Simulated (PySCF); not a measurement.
# Br: atomic calculation

- system: Br, configuration 1s2 2s2 2p6 3s2 3p6 3d10 4s2 4p4 5s1, multiplicity 4.
- method: unrestricted HF, aug-cc-pVTZ-PP with ECP10, scalar-relativistic core potential (PySCF)

The input:
```python
from pyscf import gto, scf, dft, mp, cc
mol = gto.M(atom="Br 0 0 0", charge=0, spin=3, symmetry="D2h",
            basis="aug-cc-pVTZ-PP",
            ecp="aug-cc-pVTZ-PP")
mf = scf.UHF(mol)
mf.irrep_nelec = {'Ag': (5, 4), 'B1g': (1, 1), 'B2g': (1, 1), 'B3g': (1, 1), 'B1u': (2, 1), 'B2u': (2, 2), 'B3u': (2, 1)}
mf.kernel()
```

The script is an equivalent of what the driver set up; the driver started from orbitals of its own, so the log can be shorter than this script's would be, and it computed the properties (radii, ⟨L²⟩, response) afterwards. It held the occupations shell by shell, which the script's counts by irreducible representation don't always enforce.

Log (extracts):
```
damping factor = 0
level_shift factor = 0
DIIS = <class 'pyscf.scf.diis.CDIIS'>
diis_start_cycle = 1
diis_space = 10
diis_damp = 0
SCF conv_tol = 1e-09
SCF conv_tol_grad = None
number electrons alpha = 14  beta = 11
cycle= 1 E= -415.219589945437  delta_E= -0.00599  |g|= 0.0302  |ddm|=  0.1
cycle= 2 E= -415.220331769538  delta_E= -0.000742  |g|= 0.0112  |ddm|= 0.0429
cycle= 3 E= -415.220469644757  delta_E= -0.000138  |g|= 0.000905  |ddm|= 0.0328
cycle= 4 E= -415.220472901999  delta_E= -3.26e-06  |g|= 0.000349  |ddm|= 0.00721
cycle= 5 E= -415.220473524198  delta_E= -6.22e-07  |g|= 0.000168  |ddm|= 0.0033
cycle= 6 E= -415.22047367923  delta_E= -1.55e-07  |g|= 5.03e-05  |ddm|= 0.00221
cycle= 7 E= -415.220473687963  delta_E= -8.73e-09  |g|= 9.5e-06  |ddm|= 0.000556
cycle= 8 E= -415.220473688108  delta_E= -1.45e-10  |g|= 1.05e-06  |ddm|= 5.68e-05
converged SCF energy = -415.220473688108  <S^2> = 3.7588699  2S+1 = 4.0044325
```

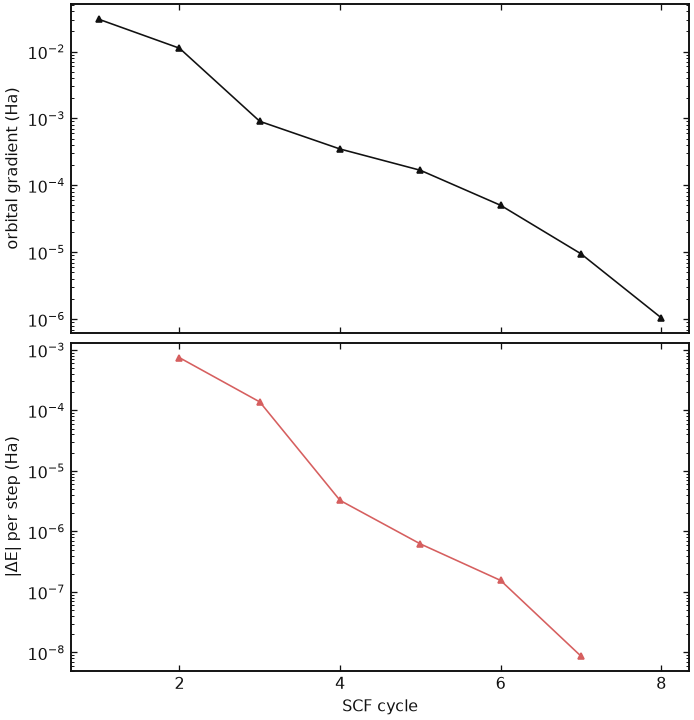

Fig. 1: Convergence: orbital gradient and change of the energy from step to step (the smallest changes aren't drawn) against the SCF cycle. The residual falls at every step. It goes from 0.030 to 1.1×10⁻⁶ in 8 steps.

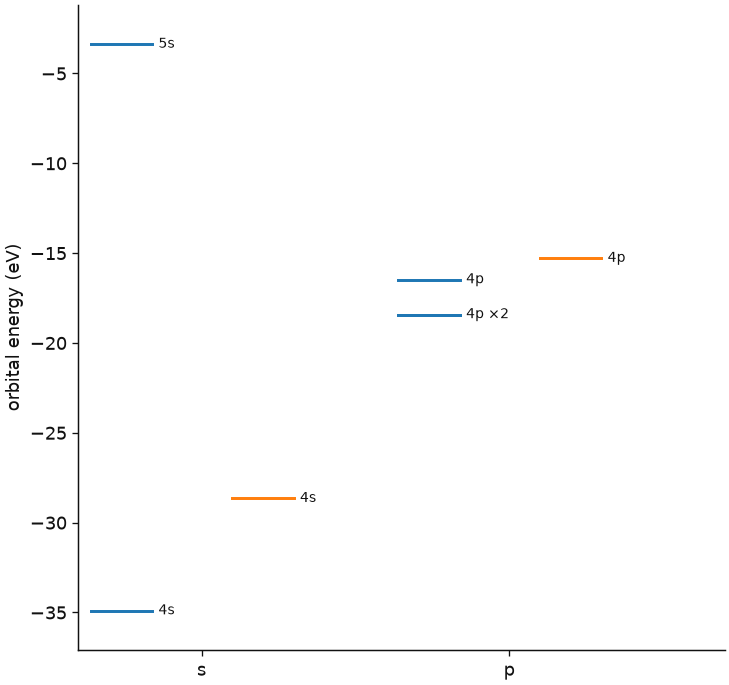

Fig. 2: Orbital energies of the mean field, from the top down to −34.9 eV, by angular momentum, α spin at the left of each column and β at the right; ×n counts the orbitals under one label. Empty levels that the record names by l alone aren't drawn. The highest filled orbital is 5s α at −3.37 eV, the lowest empty one p β at −4.04 eV.

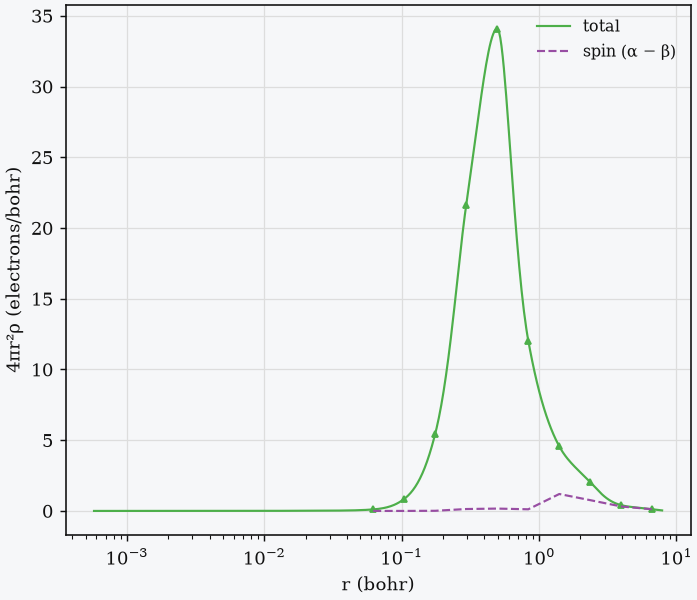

Fig. 3: Spherically averaged radial density 4πr²ρ of the mean field (valence electrons alone, under a core potential) and its spin part; markers are the stored points, which are sparse, and the line is a monotone interpolation between them. The largest stored value is 34.1 electrons/bohr at r = 0.50 bohr. Root-mean-square radii of the shells: 3s 0.590, 3p 0.609, 3d 0.643, 4s 1.77, 4p 2.14, 5s 5.14 bohr.

Summary:

```
                                                quantity                      value
                                                 outcome                  converged
total energy (valence electrons, under a core potential)        −415.220474 hartree
                                                    ⟨S²⟩                      3.759
                                                    ⟨L²⟩                       2.05
                                   static polarisability                  338 bohr³
                                     C₆ of the like pair         4460 hartree bohr⁶
                                          SCF iterations                          8
                                                hardware  1 CPU thread, shared host
                                                CPU time    2.2 s (integrals apart)
```

Remarks:

This is not the ground configuration of the species.
